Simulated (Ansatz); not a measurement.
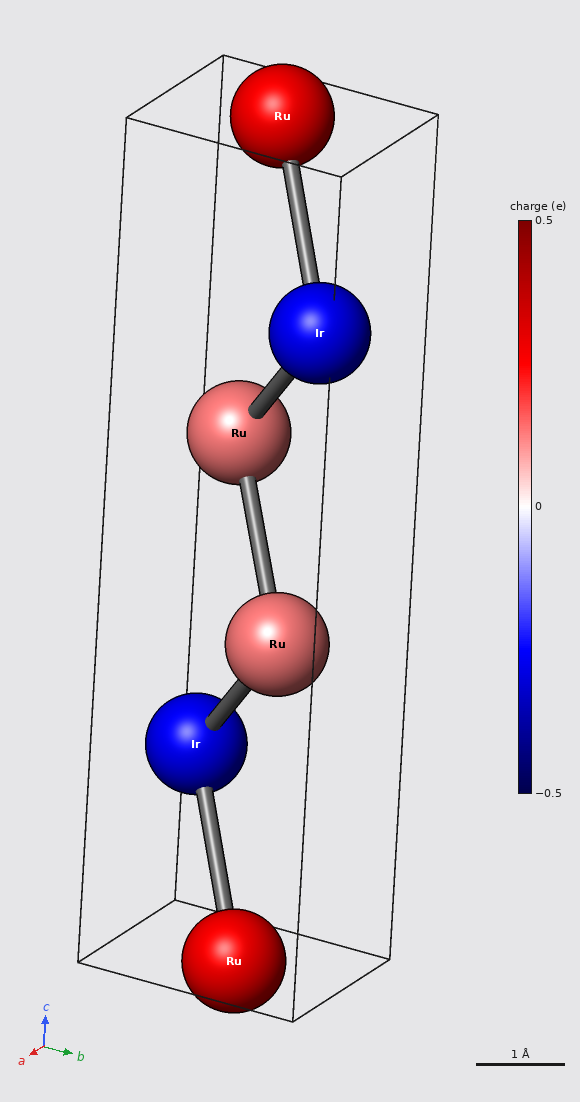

The figure gives a ball-and-stick picture of the atoms, viewed slightly off an axis. Atoms at the boundary of the cell (the run's own, in a reduced setting) (the box) are drawn once for each face, edge or corner they touch. The atoms of this Ir$_{2}$Ru$_{3}$ cell are coloured by their Bader charge.

Theory: Ansatz 0.2.0, DFT PBE, scalar-relativistic, plane waves, PAW. Numerical settings: E_cut = 420 eV, k-points about 0.16 Å⁻¹ apart, Gaussian smearing of 0.1 eV, no spin polarisation.

Question: What do the colours say about charge transfer?

Answer: Most positive: Ru; most negative: Ir. Charges: about Ir -0.3 e; Ru +0.1 to +0.3 e. Little charge moves, as in a metallic or covalent solid.

The structure comes from a structure type filled with these elements by a generator (whether the compound takes this form wasn't checked). Earlier steps of the study, as a rule a relaxation of our own, may have changed the cell and positions, so they can lie some per cent off the listed ones. It went into a calculation with Ansatz.
